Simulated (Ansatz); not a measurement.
**AlFH₂: density, localisation and related maps**

Input

```
crystal:
  periodic: [false, false, false]
  atoms:
    - { symbol: Al, position_ang: [0.274178, 0.0, 0.06073] }
    - { symbol: F, position_ang: [0.728259, 0.0, 1.67085] }
    - { symbol: H, position_ang: [1.794849, 0.0, -0.23252] }
    - { symbol: H, position_ang: [-1.185186, 0.0, -0.56826] }
basis:
  gaussian: { orbitals: def2-SVP }
hamiltonian:
  xc: pbe
relax:
  f_tol: 0.03
  max_steps: 50
output:
  orbitals: {}
```

Command:

```sh
ansatz run input.yaml --threads 1 --pin off --max-ram 2048MiB --backend cpu --events-out ev --progress --plain --runs-dir out
```

The fields are those of the run's last geometry, not of the input's.

Method: Ansatz 0.2.0, RKS PBE/def2-SVP.

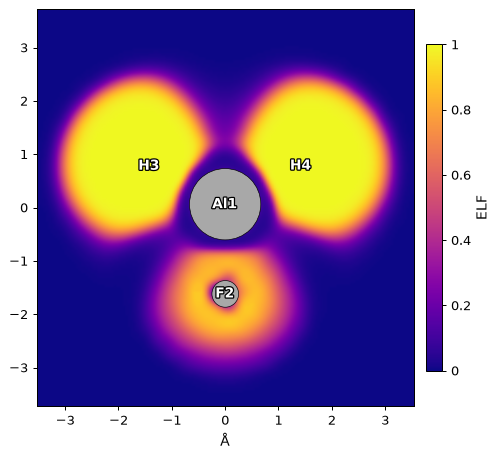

Figure 1. ELF on the molecular plane. Grey discs cover the atomic cores.

What do the fields say about this system?

The plane passes through Al, F and H nuclei.
Al–F (1.68 Å): the ELF peaks at about 0.85 in the valence shell of F, 0.6 Å from its nucleus, and is about 0.30 at the midpoint.
Al–H (1.59 Å): the ELF climbs to about 1 towards the hydrogen.
The ELF also peaks beside F2, away from the bonds: lone-pair regions.

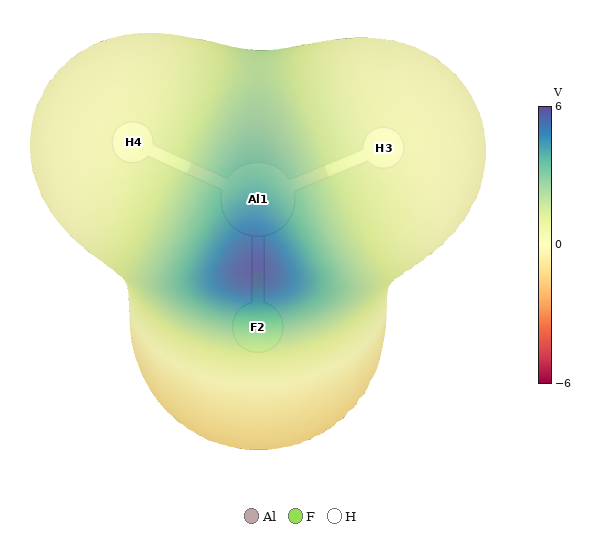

Figure 2. The molecular electrostatic potential painted on the density surface at 0.004 e/bohr³, seen at a tilt; red is negative and blue positive.

Where is the surface potential most negative and most positive?

The most negative region (about −1.3 V, or −30 kcal/mol for a unit charge) lies over F2, the most positive (about +5.7 V, or +131 kcal/mol for a unit charge) over Al1.

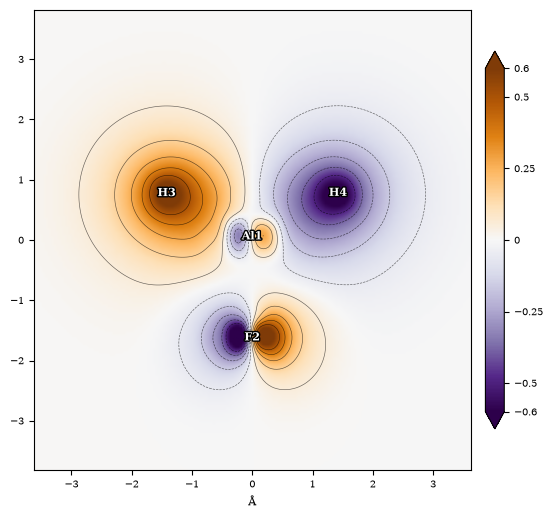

Figure 3. One frontier orbital on the molecular plane (values in Å⁻³ᐟ²; the overall sign is arbitrary).

Which orbital is it: HOMO or LUMO?

The HOMO, at −7.37 eV. It lies mainly on Al1 (about 30 %), H3 (about 30 %), H4 (about 30 %) and F2 (about 15 %); it is symmetric in the molecular plane (an in-plane orbital: σ, lone-pair or in-plane π type).
